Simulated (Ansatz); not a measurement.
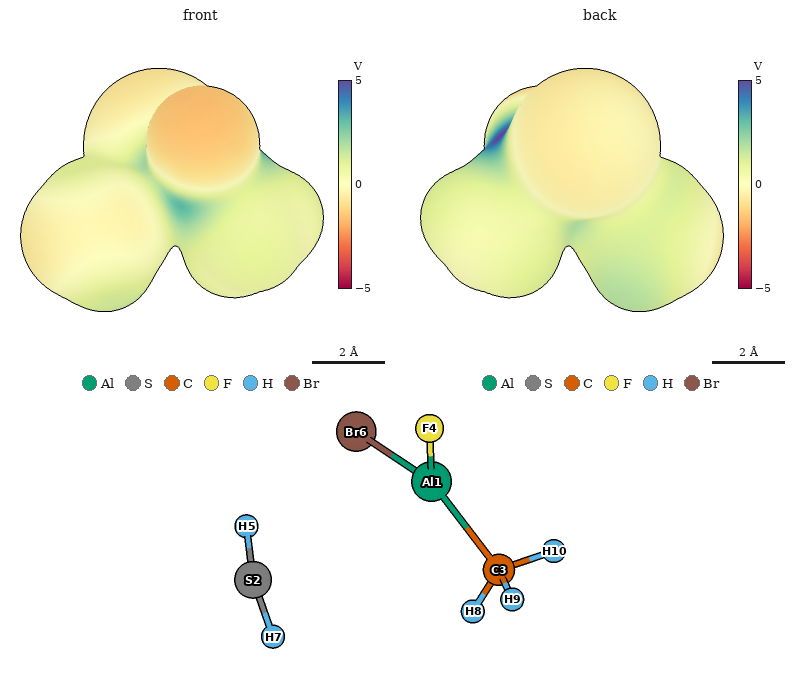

The picture shows: CH3AlBrF···H2S. The molecular electrostatic potential painted on the density surface at 0.002 e/bohr³, seen from the front and from behind; the colour scale runs from red (negative) to blue (positive). The bare structure is drawn below in the same view.

Not at a stationary point (largest force 1.2 eV/Å).

Level of theory: RHF/def2-SVP in Ansatz 0.2.0.

| atom | x (Å) | y (Å) | z (Å) |
| --- | --- | --- | --- |
| Al | -0.3287 | -0.8277 | 0.7566 |
| S | 1.1357 | 2.4077 | 0.7118 |
| C | -1.1412 | -0.8334 | -1.0019 |
| F | -1.1655 | -0.6752 | 2.1699 |
| H | 2.0599 | 1.4718 | 1.0163 |
| Br | 1.9717 | -1.3462 | 1.0313 |
| H | 1.3705 | 2.3453 | -0.6037 |
| H | -0.4451 | -0.4537 | -1.7541 |
| H | -2.0526 | -0.2322 | -1.0350 |
| H | -1.4044 | -1.8565 | -1.2914 |

Where is the surface potential most negative and most positive?

Answer. The most negative region (about −1.6 V) lies over F4, the most positive (about +4.5 V) over Al1.
